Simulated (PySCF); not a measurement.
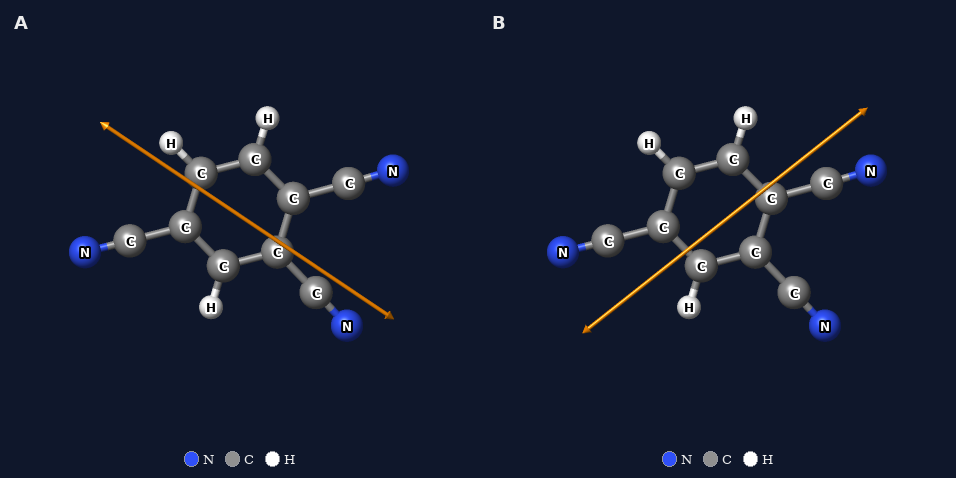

The double arrows show the directions of two transition dipoles from the ground state (lengths mean nothing). The computed structure is the end point of a PBE0-D3(BJ)/def2-SVP optimisation. No frequency run is at hand to confirm it as a minimum. Properties computed with TDDFT B3LYP/def2-SVPD, vertical, gas phase, core orbitals frozen in the response (PySCF 2.14.0).

**One belongs to singlet state 1 and one to singlet state 2. Which is which?**

A: state 1, 4.51 eV (275 nm), oscillator strength 0.019, mainly HOMO−1 → LUMO (weight 0.63).
B: state 2, 4.80 eV (258 nm), oscillator strength 0.29, mainly HOMO → LUMO (weight 0.93).
